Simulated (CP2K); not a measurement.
**BHOF2 (SMILES OB(F)F): a chain of runs**

Aim: a series of 8 runs (r2SCAN/pcseg-1, U-r2SCAN/pcseg-1) of BF2HO. The setting varied is the cutoff. 

The calculation is run with CP2K 2026.2.

6 further runs of the same task are left out: 3 that didn't finish, 3 set aside as unsound or not needed.

## Step 1: Starting point

BHOF2: 5 atoms, total charge 0, spin state singlet. SMILES: `OB(F)F`. The coordinates come from a GFN2-xTB relaxation.

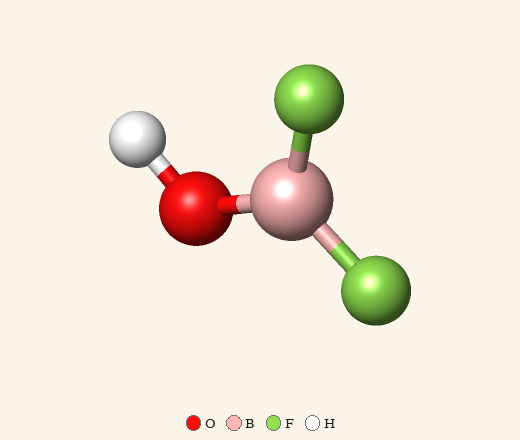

Viewed from a chosen angle; oxygen red, boron pink, fluorine green, hydrogen white.

## Step 2: Energy and gradient at r2SCAN/pcseg-1 (run 1)

File job.inp:

```
&FORCE_EVAL
    METHOD QUICKSTEP
    &DFT
        BASIS_SET_FILE_NAME ./pcseg_1.basis
        POTENTIAL_FILE_NAME POTENTIAL
        &QS
            METHOD GAPW
            EPS_DEFAULT 1.0E-10
        &END
        &MGRID
            CUTOFF 200
            REL_CUTOFF 50
            NGRIDS 4
        &END
        &POISSON
            PERIODIC NONE
            POISSON_SOLVER MULTIPOLE
        &END
        &SCF
            SCF_GUESS ATOMIC
            EPS_SCF 1.0E-06
            MAX_SCF 30
            &OT
                MINIMIZER DIIS
                PRECONDITIONER FULL_SINGLE_INVERSE
            &END
            &OUTER_SCF
                EPS_SCF 1.0E-06
                MAX_SCF 10
            &END
        &END
        &XC
            &XC_FUNCTIONAL
                &MGGA_X_R2SCAN
                &END
                &MGGA_C_R2SCAN
                &END
            &END
        &END
        &PRINT
            &MOMENTS
                PERIODIC F
                REFERENCE COM
                MAX_MOMENT 1
            &END
            &MO_CUBES
                NLUMO 3
                NHOMO -1
                WRITE_CUBE F
            &END
            &HIRSHFELD OFF
            &END
        &END
    &END
    &SUBSYS
        &CELL
            ABC 8.2 9.5 8.9
            PERIODIC NONE
        &END
        &COORD
            O      0.031910     0.983470     0.158720
            B      0.104930    -0.333240     0.136890
            F      0.724520    -0.991730     1.090370
            F     -0.428080    -1.073520    -0.827330
            H     -0.433280     1.415020    -0.558650
        &END
        &TOPOLOGY
            &CENTER_COORDINATES
            &END
        &END
        &KIND O
            BASIS_SET pcseg-1
            POTENTIAL ALL
        &END
        &KIND B
            BASIS_SET pcseg-1
            POTENTIAL ALL
        &END
        &KIND F
            BASIS_SET pcseg-1
            POTENTIAL ALL
        &END
        &KIND H
            BASIS_SET pcseg-1
            POTENTIAL ALL
        &END
    &END
    &PRINT
        &FORCES ON
        &END
    &END
&END

&GLOBAL
    PROJECT_NAME job
    RUN_TYPE ENERGY_FORCE
    PRINT_LEVEL MEDIUM
&END
```

On the command line:

```sh
OMP_NUM_THREADS=2 cp2k.psmp -i job.inp -o job.out
```

Output:

```text
CP2K| version string:                                       CP2K version 2026.2
[...]
 GLOBAL| Method name                                                        CP2K
[...]
 GLOBAL| Run type                                                   ENERGY_FORCE
[...]
 DFT| Spin restricted Kohn-Sham (RKS) calculation                            RKS
 DFT| Multiplicity                                                             1
[...]
 DFT| Charge                                                                   0
[...]
 FUNCTIONAL| MGGA_X_R2SCAN:
[...]
 FUNCTIONAL| MGGA_C_R2SCAN:
[...]
 QS| Method:                                                                GAPW
[...]
 QS| Density cutoff [a.u.]:                                                100.0
[...]
 QS| Relative density cutoff [a.u.]:                                        25.0
[...]
                             - Atoms:                                          5
[...]
                             - Spherical basis functions:                     61
[...]
 Number of electrons:                                                         32
[...]
     1 OT DIIS     0.80E-01    0.3     0.72843225      -285.8574397596 -2.86E+02
[...]
    11 OT DIIS     0.80E-01    0.3     0.00000093      -300.3409702084 -5.18E-10
  *** SCF run converged in    11 steps ***
[...]
  Overlap energy of the core charge distribution:               0.00001999144162
  Self energy of the core charge distribution:               -299.69971136514118
  Core Hamiltonian energy:                                    -21.07303871135038
  Hartree energy:                                              66.53646666306972
  Exchange-correlation energy:                                -11.94353200153617
[...]
                     Mulliken Population Analysis
 #  Atom  Element  Kind  Atomic population                           Net charge
       1     O        1          8.340197                             -0.340197
       2     B        2          4.389764                              0.610236
       3     F        3          9.249842                             -0.249842
       4     F        3          9.278323                             -0.278323
       5     H        4          0.741874                              0.258126
 # Total charge                             32.000000                  0.000000
[...]
  Dipole moment [Debye]
    X= -0.9160397E+00 Y=  0.1612302E+01 Z= -0.1321567E+01  Total=      2.2771001
[...]
 HOMO - LUMO gap [eV] :   10.465549
[...]
 ENERGY| Total FORCE_EVAL ( QS ) energy [hartree]           -300.340970207993223
 FORCES| Atomic forces [hartree/bohr]
 FORCES|   Atom     x               y               z               |f|
 FORCES|      1  4.66584715E-03  2.16903054E-02  8.76516037E-03   2.38551361E-02
 FORCES|      2 -3.04222569E-03 -1.59553693E-02 -6.47463951E-03   1.74857057E-02
 FORCES|      3  7.74242125E-03 -4.52939045E-03  6.22037016E-03   1.09157441E-02
 FORCES|      4 -5.74844202E-03 -6.32527396E-03 -4.56656356E-03   9.69057166E-03
 FORCES|      5 -4.35407621E-03 -2.41910297E-04 -7.14556950E-03   8.37112081E-03
 FORCES| Sum    -7.36475506E-04 -5.36163858E-03 -3.20124204E-03
 FORCES| Total atomic force                                       6.28788637E-03
[...]
```

Run time: 30 s. Hardware: 2 threads of Intel Xeon Platinum 8488C (Sapphire Rapids), shared host; peak memory 0.38 GiB.

## Step 3: The triplet: energy and gradient at U-r2SCAN/pcseg-1 (run 2)

File job.inp:

```
&GLOBAL
   PROJECT_NAME job
   RUN_TYPE ENERGY_FORCE
   PRINT_LEVEL MEDIUM
&END GLOBAL
&FORCE_EVAL
   METHOD Quickstep
   &DFT
      BASIS_SET_FILE_NAME ./pcseg_1.basis
      POTENTIAL_FILE_NAME POTENTIAL
      MULTIPLICITY 3
      UKS T
      &QS
         METHOD GAPW
         EPS_DEFAULT 1.0E-10
      &END QS
      &MGRID
         CUTOFF 200
         REL_CUTOFF 50
         NGRIDS 4
      &END MGRID
      &POISSON
         PERIODIC NONE
         POISSON_SOLVER MULTIPOLE
      &END POISSON
      &SCF
         SCF_GUESS ATOMIC
         EPS_SCF 1.0E-06
         MAX_SCF 50
         &OT
            MINIMIZER DIIS
            PRECONDITIONER FULL_SINGLE_INVERSE
         &END OT
         &OUTER_SCF
            EPS_SCF 1.0E-06
            MAX_SCF 8
         &END OUTER_SCF
      &END SCF
      &XC
         &XC_FUNCTIONAL
            &MGGA_X_R2SCAN
            &END MGGA_X_R2SCAN
            &MGGA_C_R2SCAN
            &END MGGA_C_R2SCAN
         &END XC_FUNCTIONAL
      &END XC
      &PRINT
         &MOMENTS
            PERIODIC F
            REFERENCE COM
            MAX_MOMENT 1
         &END MOMENTS
         &MO_CUBES
            NLUMO 5
            NHOMO -1
            WRITE_CUBE F
         &END MO_CUBES
         &HIRSHFELD OFF
         &END HIRSHFELD
      &END PRINT
   &END DFT
   &SUBSYS
      &CELL
         ABC 8.2 9.5 8.9
         PERIODIC NONE
      &END CELL
      &COORD
         O      0.031910     0.983470     0.158720
         B      0.104930    -0.333240     0.136890
         F      0.724520    -0.991730     1.090370
         F     -0.428080    -1.073520    -0.827330
         H     -0.433280     1.415020    -0.558650
      &END COORD
      &TOPOLOGY
         &CENTER_COORDINATES
         &END CENTER_COORDINATES
      &END TOPOLOGY
      &KIND O
         BASIS_SET pcseg-1
         POTENTIAL ALL
      &END KIND
      &KIND B
         BASIS_SET pcseg-1
         POTENTIAL ALL
      &END KIND
      &KIND F
         BASIS_SET pcseg-1
         POTENTIAL ALL
      &END KIND
      &KIND H
         BASIS_SET pcseg-1
         POTENTIAL ALL
      &END KIND
   &END SUBSYS
   &PRINT
      &FORCES ON
      &END FORCES
   &END PRINT
&END FORCE_EVAL
```

On the command line:

```sh
OMP_NUM_THREADS=2 cp2k.psmp -i job.inp > job.out 2>&1
```

Output:

```text
CP2K| version string:                                       CP2K version 2026.2
 CP2K| Input file name                                                   job.inp

[... 327 lines left out ...]
  Decoupling Energy:                                               0.0000388823
[... 148 lines left out ...]
  Decoupling Energy:                                               0.0002318440
[... 148 lines left out ...]
  Decoupling Energy:                                               0.0002560286
[... 148 lines left out ...]
  Decoupling Energy:                                               0.0002632849
[... 148 lines left out ...]
  Decoupling Energy:                                               0.0003989304
[... 148 lines left out ...]
  Decoupling Energy:                                               0.0013032204
[... 148 lines left out ...]
  Decoupling Energy:                                               0.0007063582
[... 148 lines left out ...]
  Decoupling Energy:                                               0.0003096661
[... 158 lines left out ...]
  Exchange-correlation energy:                                -11.78005306406479
[... 1 line left out ...]
  GAPW| Exc from hard and soft atomic rho1:                   -21.97851126970655
  GAPW| local Eh = 1 center integrals:                        -12.21770559941420

  Total energy:                                              -299.77973915102086

  outer SCF iter =    9 RMS gradient =   0.18E-01 energy =       -299.7797391510
  outer SCF loop FAILED to converge after    9 iterations or  450 steps

 *******************************************************************************
 *   ___                                                                       *
 *  /   \                                                                      *
 * [ABORT]                                                                     *
 *  \___/     SCF run NOT converged. To continue the calculation regardless,   *
 *    |             please set the keyword IGNORE_CONVERGENCE_FAILURE.         *
 *  O/|                                                                        *
 * /| |                                                                        *
 * / \                                                            qs_scf.F:702 *
 *******************************************************************************

 ===== Routine Calling Stack =====

            4 scf_env_do_scf
            3 qs_energies
            2 qs_forces
            1 CP2K
```

Wall time 4.2 min (2 threads of Intel Xeon Platinum 8488C (Sapphire Rapids), shared host); peak memory 0.44 GiB.

The run stopped without converging.

Runs 3 to 7 aren't shown in full; the table further down has their settings and results.

## Step 4: The triplet: energy and gradient at U-r2SCAN/pcseg-1 (run 8)

File run.inp:

```
&GLOBAL
  PROJECT run
  RUN_TYPE ENERGY_FORCE
  PRINT_LEVEL MEDIUM
&END GLOBAL
&FORCE_EVAL
  METHOD Quickstep
  &DFT
    BASIS_SET_FILE_NAME ./pcseg_1.basis
    POTENTIAL_FILE_NAME POTENTIAL
    MULTIPLICITY 3
    UKS T
    &QS
      METHOD GAPW
      EPS_DEFAULT 1.0E-10
    &END QS
    &MGRID
      CUTOFF 550
      REL_CUTOFF 50
      NGRIDS 4
    &END MGRID
    &POISSON
      PERIODIC NONE
      POISSON_SOLVER MULTIPOLE
    &END POISSON
    &SCF
      SCF_GUESS ATOMIC
      EPS_SCF 1.0E-06
      MAX_SCF 50
      &OT
        MINIMIZER DIIS
        PRECONDITIONER FULL_SINGLE_INVERSE
      &END OT
      &OUTER_SCF
        EPS_SCF 1.0E-06
        MAX_SCF 8
      &END OUTER_SCF
    &END SCF
    &XC
      &XC_FUNCTIONAL
        &MGGA_X_R2SCAN
        &END MGGA_X_R2SCAN
        &MGGA_C_R2SCAN
        &END MGGA_C_R2SCAN
      &END XC_FUNCTIONAL
    &END XC
    &PRINT
      &MOMENTS
        PERIODIC F
        REFERENCE COM
        MAX_MOMENT 1
      &END MOMENTS
      &MO_CUBES
        NLUMO 5
        NHOMO -1
        WRITE_CUBE F
      &END MO_CUBES
      &HIRSHFELD OFF
      &END HIRSHFELD
    &END PRINT
  &END DFT
  &SUBSYS
    &CELL
      ABC 8.2 9.5 8.9
      PERIODIC NONE
    &END CELL
    &COORD
      O      0.031910     0.983470     0.158720
      B      0.104930    -0.333240     0.136890
      F      0.724520    -0.991730     1.090370
      F     -0.428080    -1.073520    -0.827330
      H     -0.433280     1.415020    -0.558650
    &END COORD
    &TOPOLOGY
      &CENTER_COORDINATES
      &END CENTER_COORDINATES
    &END TOPOLOGY
    &KIND O
      BASIS_SET pcseg-1
      POTENTIAL ALL
    &END KIND
    &KIND B
      BASIS_SET pcseg-1
      POTENTIAL ALL
    &END KIND
    &KIND F
      BASIS_SET pcseg-1
      POTENTIAL ALL
    &END KIND
    &KIND H
      BASIS_SET pcseg-1
      POTENTIAL ALL
    &END KIND
  &END SUBSYS
  &PRINT
    &FORCES ON
    &END FORCES
  &END PRINT
&END FORCE_EVAL
```

On the command line:

```sh
OMP_NUM_THREADS=2 cp2k.psmp run.inp > run.out
```

Output:

```text
CP2K| version string:                                       CP2K version 2026.2
 CP2K| Input file name                                                   run.inp

[... 327 lines left out ...]
  Decoupling Energy:                                               0.0000388742
[... 148 lines left out ...]
  Decoupling Energy:                                               0.0002225508
[... 148 lines left out ...]
  Decoupling Energy:                                               0.0001784449
[... 148 lines left out ...]
  Decoupling Energy:                                               0.0003903309
[... 148 lines left out ...]
  Decoupling Energy:                                               0.0003011435
[... 148 lines left out ...]
  Decoupling Energy:                                               0.0019496864
[... 148 lines left out ...]
  Decoupling Energy:                                               0.0004659884
[... 148 lines left out ...]
  Decoupling Energy:                                               0.0005938826
[... 158 lines left out ...]
  Exchange-correlation energy:                                -11.99381281404986
[... 1 line left out ...]
  GAPW| Exc from hard and soft atomic rho1:                   -21.46529469139588
  GAPW| local Eh = 1 center integrals:                        -11.74244007194500

  Total energy:                                              -296.01102978333529

  outer SCF iter =    9 RMS gradient =   0.75E+00 energy =       -296.0110297833
  outer SCF loop FAILED to converge after    9 iterations or  450 steps

 *******************************************************************************
 *   ___                                                                       *
 *  /   \                                                                      *
 * [ABORT]                                                                     *
 *  \___/     SCF run NOT converged. To continue the calculation regardless,   *
 *    |             please set the keyword IGNORE_CONVERGENCE_FAILURE.         *
 *  O/|                                                                        *
 * /| |                                                                        *
 * / \                                                            qs_scf.F:702 *
 *******************************************************************************

 ===== Routine Calling Stack =====

            4 scf_env_do_scf
            3 qs_energies
            2 qs_forces
            1 CP2K
```

Wall time 25 min (2 threads of Intel Xeon Platinum 8488C (Sapphire Rapids), shared host); peak memory 1.3 GiB.

No converged result was reached.

## Step 5: Overview of the runs

```csv
run,level,cutoff,iteration cap,partner,energy (Eh),wall time
1,r2SCAN/pcseg-1,200,30,base,-300.340970,30 s
2,U-r2SCAN/pcseg-1,200,50,triplet,not converged,4.2 min
3,r2SCAN/pcseg-1,280,30,base,-300.340408,53 s
4,U-r2SCAN/pcseg-1,280,50,triplet,not converged,6.9 min
5,r2SCAN/pcseg-1,400,30,base,-300.340319,77 s
6,U-r2SCAN/pcseg-1,400,50,triplet,not converged,11 min
7,r2SCAN/pcseg-1,550,30,base,-300.340330,2.9 min
8,U-r2SCAN/pcseg-1,550,50,triplet,not converged,25 min
```

Convergence of the total energy of singlet BHOF2 with the cutoff, against the last point:

```csv
cutoff,from the last (mEh),wall time
200 Ry,-0.640,30 s
280 Ry,-0.078,53 s
400 Ry,+0.011,77 s
550 Ry,+0.000,2.9 min
```

Convergence of the HOMO energy of singlet BHOF2 with the cutoff, against the last point:

```csv
cutoff,from the last (eV),wall time
200 Ry,+0.0127,30 s
280 Ry,+0.0007,53 s
400 Ry,-0.0003,77 s
550 Ry,+0.0000,2.9 min
```

## Step 6: Summary of results

| quantity | value |
| --- | --- |
| run 7, r2SCAN/pcseg-1: total energy | -300.34033 Eh |
| run 7, r2SCAN/pcseg-1: dipole moment | 2.28 D |
| run 7, r2SCAN/pcseg-1: HOMO energy | -9.50 eV |
| run 7, r2SCAN/pcseg-1: LUMO energy | 0.89 eV |
| run 7, r2SCAN/pcseg-1: HOMO–LUMO gap | 10.39 eV |
| run 7, r2SCAN/pcseg-1: largest force on an atom | 1.312 eV/Å |

In words: For the total energy of singlet BHOF2 to stay within 0.5 mEh of the last point, 280 Ry is the first point of the series from which all later ones do (53 s against 2.9 min). For the HOMO energy of singlet BHOF2 to stay within 0.01 eV of the last point, 280 Ry is the first point of the series from which all later ones do (53 s against 2.9 min). For the HOMO energy of singlet BHOF2 to stay within 0.001 eV of the last point, 280 Ry is the first point of the series from which all later ones do (53 s against 2.9 min). Over the runs the total energy spans 0.018 eV. All runs together took 53 min, the longest 25 min. 4 of the 8 runs did not end normally.
